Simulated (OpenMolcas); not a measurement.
# C4H10S (2-methyl-2-propanethiol): a chain of runs

We compute a single-point energy (HF/ANO-R0), then the energy (CASSCF(2,2)/ANO-R1), then the energy along one coordinate (CASPT2(2,2)/ANO-R1), then the energy along one coordinate (SC-NEVPT2(2,2)/ANO-R1), then an energy scan (MC-PDFT[tPBE](2,2)/ANO-R1) of C4H10S (2-methyl-2-propanethiol). 

The calculation is run with OpenMolcas 26.06.

## (1) The molecule

The species is C4H10S (15 atoms), meant as a singlet with charge 0. As SMILES, `CC(C)(C)S`. The coordinates come from a PBE0-D4/def2-TZVP relaxation. This is one conformer, not always the lowest.

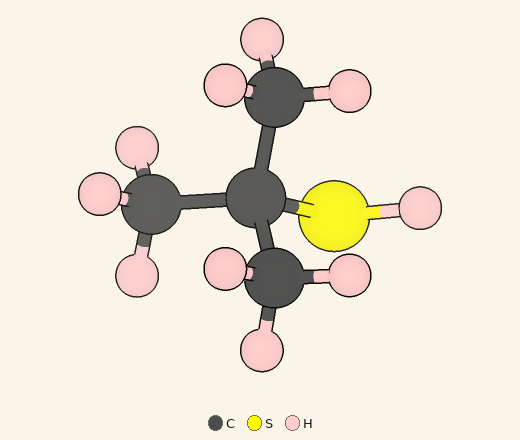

Viewed from a chosen angle; carbon dark grey, sulfur yellow, hydrogen pink.

## (2) A single-point energy at HF/ANO-R0 (sfX2C) (run 1)

input.xyz

```xyz
15

C     -1.294560     0.271770     0.558460
C      0.117550     0.180400    -0.000410
C      1.065180    -0.394480     1.045110
C      0.142770    -0.669650    -1.261950
S      0.763880     1.861190    -0.359340
H     -1.320920     0.889740     1.457310
H     -1.980960     0.705210    -0.172720
H     -1.662210    -0.728010     0.812930
H      1.069950     0.214040     1.952100
H      2.086870    -0.453240     0.663460
H      0.743520    -1.404280     1.314200
H     -0.201170    -1.684750    -1.036700
H      1.151250    -0.729060    -1.674200
H     -0.514930    -0.255640    -2.029860
H     -0.166220     2.196760    -1.268390
```

step1.inp

```
* C4H10S Hartree-Fock
>>> EXPORT MOLCAS_PRINT=2

&GATEWAY
  COORD=input.xyz
  BASIS=ANO-R0
  GROUP=NoSym

&SEWARD

&SCF
  PRORBITALS=0

&LOCALISATION
  OCCUPIED
  FREEZE
  PIPEK-MEZEY

&LOCALISATION
  FILEORB=$Project.LocOrb
  VIRTUAL
  PIPEK-MEZEY
```

The run is started by

```
export MOLCAS_MEM=1860
pymolcas step1.inp > step1.log
```

Log:

```text
--- Start Module: gateway ---
[...]
--- Stop Module: gateway /rc=_RC_ALL_IS_WELL_ ---
[...]
      Basis functions           39
[...]
       Convergence after  10 Iterations
[...]
::    Total SCF energy                               -555.0884276227
[...]
      Total spin, S                                     0.0000000000
[...]
      Total electronic charge=   50.000000
      Total            charge=   -0.000000
[...]
      Dipole Moment (debye):
      Origin of the operator (angstrom)=    0.2664    0.5653   -0.0819
                   X= -6.3996E-01               Y= -6.7104E-01               Z= -1.5884E-01           Total=  9.4078E-01
      Quadrupole Moment (debye*angstrom):
[...]
--- Start Module: localisation ---
[...]
--- Stop Module: localisation /rc=_RC_ALL_IS_WELL_ ---
--- Start Module: localisation ---
[...]
--- Stop Module: localisation /rc=_RC_ALL_IS_WELL_ ---
[...]
```

It took 7.5 s on 1 thread of Intel Xeon Platinum 8259CL at 2.50GHz (Skylake/Cascade Lake), shared host; peak memory 0.39 GiB.

## (3) A single-point energy at CASSCF(2,2)/ANO-R1 (sfX2C, RICD fitting) (run 2)

input.xyz is that of step 2.

step2.input

```
* C4H10S CASSCF
&GATEWAY
Coord=input.xyz
Basis=ANO-R0
Group=NoSym
&SEWARD
&RASSCF
FileOrb=$CurrDir/step1.LocOrb
Alter=2
1 10 25
1 26 37
Spin=1
Nactel=2 0 0
Inactive=24
Ras2=2
OrbListing=Nothing
>>> COPY $Project.RunFile RUNFIL1
>>> COPY $Project.RasOrb INPORB
&GATEWAY
Coord=input.xyz
Basis=ANO-R1
Group=NoSym
RICD
&SEWARD
>>> COPY $Project.RunFile RUNFIL2
&EXPBAS
&RASSCF
FileOrb=$Project.ExpOrb
Spin=1
Nactel=2 0 0
Inactive=24
Ras2=2
OrbListing=Nothing
OrbAppear=Compact
```

The run is started by

```
export MOLCAS_MEM=1860
pymolcas step2.input > step2.log
```

Log:

```text
--- Start Module: gateway ---
[...]
--- Stop Module: gateway /rc=_RC_ALL_IS_WELL_ ---
[...]
      Basis functions           39
[...]
      Number of active orbitals                  2
[...]
      Spin quantum number                      0.0
[...]
      Active orbitals                            2
[...]
      Number of CSFs                             3
[...]
      Number of root(s) required                 1
[...]
      Convergence after  9 iterations
[...]
      printout of CI-coefficients larger than  0.05 for root  1
      energy=    -555.102164
      conf/sym  11     Coeff  Weight
             1  20   0.99569 0.99141
             3  02  -0.09270 0.00859
      Natural orbitals and occupation numbers for root  1
      sym 1:   1.982813   0.017187
      ************************************************************************************************************************
      *                                                    Final results                                                     *
[...]
::    RASSCF root number  1 Total energy:   -555.10216406
[...]
      Basis functions          124
[...]
--- Start Module: expbas ---
[...]
--- Stop Module: expbas /rc=_RC_ALL_IS_WELL_ ---
--- Start Module: rasscf ---
[...]
      Convergence after 13 iterations
[...]
      Natural orbitals and occupation numbers for root  1
      sym 1:   1.983774   0.016226
      ************************************************************************************************************************
      *                                                    Final results                                                     *
[...]
::    RASSCF root number  1 Total energy:   -556.04725828
[...]
      Total electronic charge=   50.000000
      Total            charge=   -0.000000
[...]
      Dipole Moment (debye):
      Origin of the operator (angstrom)=    0.2664    0.5653   -0.0819
                   X= -1.0586E+00               Y= -1.3467E+00               Z= -1.3553E-01           Total=  1.7183E+00
      Quadrupole Moment (debye*angstrom):
[...]
--- Stop Module: rasscf /rc=_RC_ALL_IS_WELL_ ---
[...]
```

Wall time 27 s (1 thread of Intel Xeon Platinum 8259CL at 2.50GHz (Skylake/Cascade Lake), shared host); peak memory 0.39 GiB.

## (4) An energy scan at CASPT2(2,2)/ANO-R1 (sfX2C, RICD fitting, ipea shift 0.25 Eh, pt2 variant SS) (run 3)

step3.inp

```
>>> COPY $CurrDir/step2.RasOrb $Project.RasOrb
>>> ForEach K in (1, 2, 3, 4, 5, 6, 7, 8, 9)
&GATEWAY
Coord = $CurrDir/point$K.xyz
Basis = ANO-R1
Group = NoSym
RICD
&SEWARD
&RASSCF
FileOrb = $Project.RasOrb
Spin = 1
Nactel = 2 0 0
Inactive = 24
Ras2 = 2
OrbListing = Nothing
OrbAppear = Compact
&CASPT2
Imaginary = 0.2
Frozen = 9
>>> EndDo
```

The run is started by

```
export MOLCAS_MEM=1860
pymolcas step3.inp > step3.log
```

Log:

```text
[...]
      Basis functions          124
[...]
      Number of active orbitals                  2
[...]
      Spin quantum number                      0.0
[...]
      Active orbitals                            2
[...]
      Number of CSFs                             3
[...]
      Number of root(s) required                 1
[...]
      Convergence after 10 iterations
[...]
      Natural orbitals and occupation numbers for root  1
      sym 1:   1.990546   0.009454
      ************************************************************************************************************************
      *                                                    Final results                                                     *
[...]
::    RASSCF root number  1 Total energy:   -556.02489760
[...]
::    CASPT2 Root  1     Total energy:   -556.75098500
[...]
      Convergence after 10 iterations
[...]
      Natural orbitals and occupation numbers for root  1
      sym 1:   1.983797   0.016203
      ************************************************************************************************************************
      *                                                    Final results                                                     *
[...]
      Convergence after 11 iterations
[...]
      Natural orbitals and occupation numbers for root  1
      sym 1:   1.724323   0.275677
      ************************************************************************************************************************
      *                                                    Final results                                                     *
[...]
      Convergence after 11 iterations
[...]
      Natural orbitals and occupation numbers for root  1
      sym 1:   1.475268   0.524732
      ************************************************************************************************************************
      *                                                    Final results                                                     *
[...]
      Convergence after  9 iterations
[...]
      Natural orbitals and occupation numbers for root  1
      sym 1:   1.217509   0.782491
      ************************************************************************************************************************
      *                                                    Final results                                                     *
[...]
::    RASSCF root number  1 Total energy:   -555.90804739
[...]
::    CASPT2 Root  1     Total energy:   -556.60531839
[...]
      Convergence after  8 iterations
[...]
::    RASSCF root number  1 Total energy:   -555.90638477
[...]
::    CASPT2 Root  1     Total energy:   -556.60197217
[...]
```

It took 3.3 min on 1 thread of Intel Xeon Platinum 8259CL at 2.50GHz (Skylake/Cascade Lake), shared host; peak memory 0.12 GiB.

The scan, from its lowest point:

```
C2–C1 (Å)  energy (kJ/mol)
    1.369             46.7
    1.521              0.0
    1.674             21.5
    1.902            101.2
    2.206            217.3
    2.586            326.0
    3.043            396.4
    3.651            429.1
    4.564            437.9
```

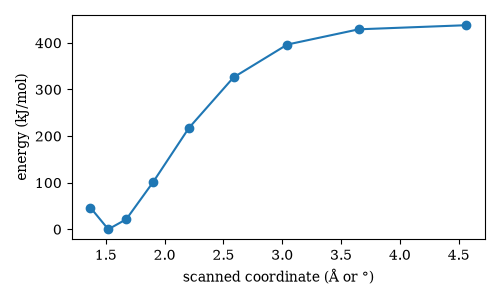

Energy along the scan.

## (5) An energy scan at SC-NEVPT2(2,2)/ANO-R1 (sfX2C, RICD fitting, pt2 variant SC-NEVPT2) (run 4)

step4.inp

```
* C4H10S NEVPT2
>>> COPY $CurrDir/step2.RasOrb $Project.RasOrb
>>> ForEach K in (1, 2, 3, 4, 5, 6, 7, 8, 9)
&gateway
coord = $CurrDir/point$K.xyz
basis = ANO-R1
group = NoSym
ricd
&seward
&rasscf
fileorb = $Project.RasOrb
spin = 1
nactel = 2 0 0
inactive = 24
ras2 = 2
orblisting = Nothing
orbappear = Compact
&caspt2
sc-nevpt2
frozen = 9
>>> EndDo
```

The run is started by

```
export MOLCAS_MEM=1860
pymolcas step4.inp > step4.log
```

Log:

```text
[...]
      Basis functions          124
[...]
      Number of active orbitals                  2
[...]
      Spin quantum number                      0.0
[...]
      Active orbitals                            2
[...]
      Number of CSFs                             3
[...]
      Number of root(s) required                 1
[...]
      Convergence after 10 iterations
[...]
      printout of CI-coefficients larger than  0.05 for root  1
      energy=    -556.024898
      conf/sym  11     Coeff  Weight
             1  20   0.99763 0.99527
             3  02  -0.06875 0.00473
      Natural orbitals and occupation numbers for root  1
      sym 1:   1.990546   0.009454
      ************************************************************************************************************************
      *                                                    Final results                                                     *
[...]
::    RASSCF root number  1 Total energy:   -556.02489760
[...]
      E2 (Variational):          -0.7203657918
[...]
::    SC-NEVPT2 Root  1     Total energy:   -556.74520398
[...]
      Convergence after 10 iterations
[...]
      Natural orbitals and occupation numbers for root  1
      sym 1:   1.983797   0.016203
      ************************************************************************************************************************
      *                                                    Final results                                                     *
[...]
      Convergence after 11 iterations
[...]
      Natural orbitals and occupation numbers for root  1
      sym 1:   1.724323   0.275677
      ************************************************************************************************************************
      *                                                    Final results                                                     *
[...]
      Convergence after 11 iterations
[...]
      Natural orbitals and occupation numbers for root  1
      sym 1:   1.475268   0.524732
      ************************************************************************************************************************
      *                                                    Final results                                                     *
[...]
      Convergence after  9 iterations
[...]
::    RASSCF root number  1 Total energy:   -555.90804739
[...]
::    SC-NEVPT2 Root  1     Total energy:   -556.59959042
[...]
      Convergence after  8 iterations
[...]
::    RASSCF root number  1 Total energy:   -555.90638477
[...]
      E2 (Variational):          -0.6899926366
[...]
      Reference weight:           0.79393
[...]
::    SC-NEVPT2 Root  1     Total energy:   -556.59637741
[...]
```

It took 2.8 min on 1 thread of Intel Xeon Platinum 8259CL at 2.50GHz (Skylake/Cascade Lake), shared host; peak memory 0.12 GiB.

The scan, from its lowest point:

```
C2–C1 (Å)  energy (kJ/mol)
    1.369             49.6
    1.521              0.0
    1.674             18.9
    1.902             96.3
    2.206            213.2
    2.586            326.4
    3.043            399.8
    3.651            431.9
    4.564            440.4
```

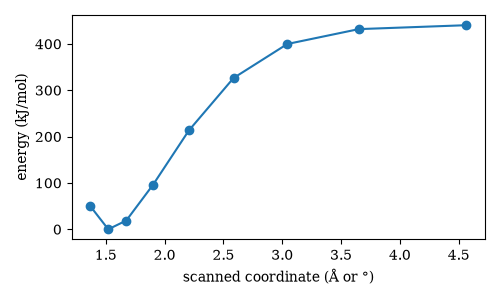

Energy along the scan.

## (6) An energy scan at MC-PDFT[tPBE](2,2)/ANO-R1 (sfX2C, RICD fitting) (run 5)

step5.inp

```
>>> COPY $CurrDir/step2.RasOrb $Project.RasOrb
>>> ForEach K in (1, 2, 3, 4, 5, 6, 7, 8, 9)

&GATEWAY
 Coord=$CurrDir/point$K.xyz
 Basis=ANO-R1
 Group=NoSym
 RICD

&SEWARD

&RASSCF
 FileOrb=$Project.RasOrb
 Spin=1
 Nactel=2 0 0
 Inactive=24
 Ras2=2
 OrbListing=Nothing
 OrbAppear=Compact

&MCPDFT
 KSDFT=T:PBE
>>> EndDo
```

The run is started by

```
export MOLCAS_MEM=1860
pymolcas step5.inp > step5.log
```

Log:

```text
--- Start Module: gateway ---
[...]
      Basis functions          124
[...]
      Number of active orbitals                  2
[...]
      Spin quantum number                      0.0
[...]
      Active orbitals                            2
[...]
      Number of CSFs                             3
[...]
      Number of root(s) required                 1
[...]
      Convergence after 10 iterations
[...]
      printout of CI-coefficients larger than  0.05 for root  1
      energy=    -556.024898
      conf/sym  11     Coeff  Weight
             1  20   0.99763 0.99527
             3  02  -0.06875 0.00473
      Natural orbitals and occupation numbers for root  1
      sym 1:   1.990546   0.009454
      ************************************************************************************************************************
      *                                                    Final results                                                     *
[...]
::    RASSCF root number  1 Total energy:   -556.02489760
[...]
::    MCPDFT root number  1 Total energy:   -557.39414144
[...]
      Convergence after 10 iterations
[...]
      Natural orbitals and occupation numbers for root  1
      sym 1:   1.983797   0.016203
      ************************************************************************************************************************
      *                                                    Final results                                                     *
[...]
      Convergence after 11 iterations
[...]
      Natural orbitals and occupation numbers for root  1
      sym 1:   1.724323   0.275677
      ************************************************************************************************************************
      *                                                    Final results                                                     *
[...]
      Convergence after 11 iterations
[...]
      Natural orbitals and occupation numbers for root  1
      sym 1:   1.475268   0.524732
      ************************************************************************************************************************
      *                                                    Final results                                                     *
[...]
      Convergence after  9 iterations
[...]
::    RASSCF root number  1 Total energy:   -555.90804739
[...]
::    MCPDFT root number  1 Total energy:   -557.24127124
[...]
      Convergence after  8 iterations
[...]
::    RASSCF root number  1 Total energy:   -555.90638477
[...]
      Total electronic charge=   50.000000
      Total            charge=   -0.000000
[...]
::    MCPDFT root number  1 Total energy:   -557.23868359
[...]
```

Run time: 3.2 min. Hardware: 1 thread of Intel Xeon Platinum 8259CL at 2.50GHz (Skylake/Cascade Lake), shared host; peak memory 0.089 GiB.

The scan, from its lowest point:

```
C2–C1 (Å)  energy (kJ/mol)
    1.369             45.8
    1.521              0.0
    1.674             20.7
    1.902             99.2
    2.206            217.5
    2.586            334.5
    3.043            413.3
    3.651            447.2
    4.564            454.0
```

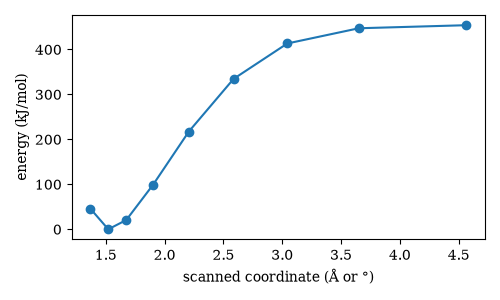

Energy along the scan.

## (7) Summary of results

| quantity | value |
| --- | --- |
| run 1, HF/ANO-R0: total energy | -555.08843 Eh |
| run 1, HF/ANO-R0: dipole moment | 0.94 D |
| run 1, HF/ANO-R0: HOMO energy | -10.49 eV |
| run 1, HF/ANO-R0: LUMO energy | 3.72 eV |
| run 1, HF/ANO-R0: HOMO–LUMO gap | 14.21 eV |
| run 2, CASSCF(2,2)/ANO-R1: total energy | -556.04726 Eh |
| run 2, CASSCF(2,2)/ANO-R1: dipole moment (CASSCF density) | 1.72 D |
| run 3, CASPT2(2,2)/ANO-R1: lowest energy of the scan | -556.76875 Eh |
| run 4, SC-NEVPT2(2,2)/ANO-R1: lowest energy of the scan | -556.76410 Eh |
| run 5, MC-PDFT[tPBE](2,2)/ANO-R1: lowest energy of the scan | -557.41160 Eh |

What this shows: Mulliken charges (run 1, HF/ANO-R0) run from -0.80 on C3 to +0.28 on H6; they depend strongly on the basis. Mulliken charges (run 2, CASSCF(2,2)/ANO-R1) run from -0.16 on S5 to +0.08 on H15.
